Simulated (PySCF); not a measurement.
**r2SCAN/STO-6G run of BH2F (SMILES [H]B([H])F)**

Aim: the energy change on altering one bond length of BH2F at r2SCAN/STO-6G, from 2 runs. 

The results are computed with PySCF 2.14.0.

9 further runs of the same task are left out: 9 set aside as unsound or not needed.

## (1) Starting point

BH2F: 4 atoms, total charge 0, spin state singlet. As SMILES, `[H]B([H])F`. The shape is that of a GFN2-xTB optimisation.

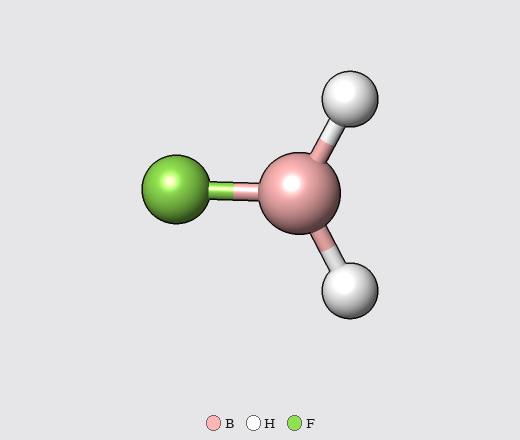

The structure, seen from a chosen angle (boron pink, hydrogen white, fluorine green).

## (2) A single-point energy at r2SCAN/STO-6G

Input file job.py:

```python
# BH2F
from pyscf import gto, dft

mol = gto.Mole()
mol.atom = [
    ('B', (0.029990, 0.049200, 0.000600)),
    ('H', (1.198420, -0.033970, 0.015630)),
    ('H', (-0.578270, 1.050180, -0.019450)),
    ('F', (-0.650140, -1.065400, 0.003230)),
]
mol.verbose = 3
mol.basis = 'sto-6g'
mol.max_memory = 1860
mol.build()

mf = dft.RKS(mol, xc='r2scan')
mf.conv_tol = 1e-10
mf.grids.level = 5
mf.kernel()
if not mf.converged:
    mf = mf.newton().run(mf.mo_coeff, mf.mo_occ)

energy = mf.e_tot
print(f'total energy: {energy:.8f} hartree')
```

On the command line:

```bash
OMP_NUM_THREADS=1 python job.py
```

What it wrote:

```text
converged SCF energy = -125.311803596649
total energy: -125.31180360 hartree
```

Run time: 2 s. Hardware: 1 thread of Intel Xeon Platinum 8488C (Sapphire Rapids), shared host; peak memory 0.17 GiB.

## (3) The distorted shape

Input file run.py:

```python
from pyscf import gto, dft

mol = gto.Mole()
mol.atom = '''
B      0.286596    -0.285398     0.008714
H      2.494609    -0.442566     0.037116
H     -1.092772     1.984553    -0.036755
F     -0.998664    -2.391687     0.013684
'''
mol.unit = 'bohr'
mol.verbose = 3
mol.basis = 'sto-6g'
mol.spin = 0
mol.max_memory = 1860
mol.charge = 0
mol.build()

ks = dft.RKS(mol)
ks.xc = 'r2scan'
ks.conv_tol = 1e-10
ks.grids.level = 5
ks.kernel()
if not ks.converged:
    ks = ks.newton().run(ks.mo_coeff, ks.mo_occ)

etot = ks.e_tot
print('Final energy', etot)
```

On the command line:

```bash
OMP_NUM_THREADS=1 python run.py
```

What it wrote:

```text
converged SCF energy = -125.290795669409
Final energy -125.2907956694088
```

It took 2.2 s on 1 thread of Intel Xeon Platinum 8488C (Sapphire Rapids), shared host; peak memory 0.17 GiB.

## (4) Results

At r2SCAN/STO-6G:

```
                                                         quantity          value
                                        first shape: total energy  -125.31180 Eh
                                       first shape: dipole moment         0.34 D
                                         first shape: HOMO energy       -5.19 eV
                                         first shape: LUMO energy        1.40 eV
                                       first shape: HOMO–LUMO gap        6.59 eV
                                    distorted shape: total energy  -125.29080 Eh
                                   distorted shape: dipole moment         0.46 D
                                     distorted shape: HOMO energy       -5.04 eV
                                     distorted shape: LUMO energy        1.43 eV
                                   distorted shape: HOMO–LUMO gap        6.46 eV
energy change with the B1–H3 bond stretched from 1.171 to 1.406 Å       0.572 eV
```

In words: With the B1–H3 bond stretched from 1.171 to 1.406 Å the energy rises by 0.57 eV (55.2 kJ/mol). The first shape isn't relaxed at this level, so the change isn't measured from a minimum. The minimal basis adds a large error of its own.
